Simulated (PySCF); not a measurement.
SiF₂: frequency calculation

The run: frequency calculation of SiF₂, multiplicity 3. Method and program: UKS-based PBE, Si def2-TZVP, F def2-TZVP; non-relativistic Hamiltonian; density fitting (PySCF 2.14.0).

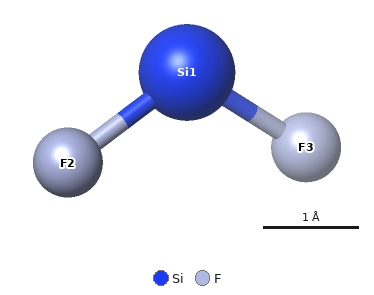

*The input geometry (ball-and-stick view, seen at a tilt; atoms are numbered from 1 in the order of the input).*

Bond lengths as drawn: F–Si 1.62 Å.

## Key numbers

```json
{"quantity": "outcome", "value": "converged"}
{"quantity": "total energy", "value": "−488.929608 hartree"}
{"quantity": "⟨S²⟩", "value": "2.001"}
{"quantity": "zero-point energy", "value": "0.004386 hartree"}
{"quantity": "dipole moment", "value": "1.18 D"}
{"quantity": "wavenumbers, lowest and highest", "value": "253 and 894 cm⁻¹"}
{"quantity": "hardware", "value": "4 threads of Arm Neoverse V2, 24 GiB of memory available, shared host"}
{"quantity": "wall time", "value": "14 s (CPU time 44 s)"}
{"quantity": "peak memory", "value": "0.83 GiB"}
```

## Input file
```python
from pyscf import gto, scf, dft
mol = gto.M(atom='''
Si     0.000000     0.000000    -0.505920
F      1.361336     0.000000     0.371969
F     -1.361336     0.000000     0.371969''',
    basis={'Si': 'def2-TZVP', 'F': 'def2-TZVP'},
    charge=0, spin=2)
mf = dft.UKS(mol, xc='PBE')
mf.grids.atom_grid = (75, 302)
aux = {'Si': 'def2-universal-JKFIT', 'F': 'def2-universal-JKFIT'}
mf = mf.density_fit(auxbasis=aux)
mf.conv_tol = 1e-09
mf.diis_space = 10
mf.max_cycle = 60
mf.verbose = 4
mf.kernel()
```

The script is an equivalent of the set-up of the self-consistent field. The run itself was carried out by a driver, which started from the orbitals of the step before it where there was one and computed the further properties.

Launched with:
```bash
OMP_NUM_THREADS=4 python axn.py task.json out
```

## Output
```
init E= -488.929608209906
  alpha nocc = 17  HOMO = -0.1479501228605  LUMO = 0.00924580748328342
  beta  nocc = 15  HOMO = -0.385089734741977  LUMO = -0.217203980216077
cycle= 1 E= -488.929608209885  delta_E= 2.08e-11  |g|= 9.06e-06  |ddm|= 5.41e-06
  alpha nocc = 17  HOMO = -0.147950230566849  LUMO = 0.00924572189576306
  beta  nocc = 15  HOMO = -0.385089781775905  LUMO = -0.217204090062928
Extra cycle  E= -488.929608209757  delta_E= 1.28e-10  |g|= 2.23e-05  |ddm|= 1.32e-05
converged SCF energy = -488.929608209757  <S^2> = 2.0014471  2S+1 = 3.0009646
```

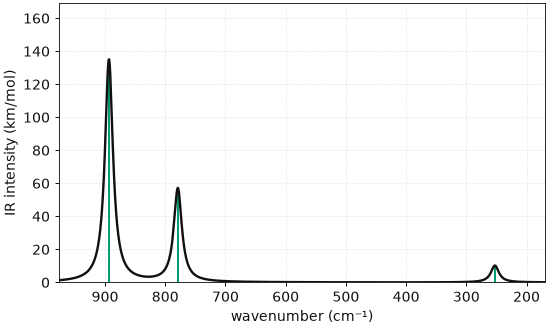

*Harmonic infrared spectrum, unscaled: sticks (degenerate modes added up, dark ones marked on the axis) with a Lorentzian envelope of 16 cm⁻¹ full width, scaled to the tallest stick.*

3 modes from 253 to 894 cm⁻¹, none imaginary. The strongest line is at 894 cm⁻¹ (135 km/mol). All modes, in cm⁻¹ (km/mol): 253 (10.2), 779 (57), 894 (135).
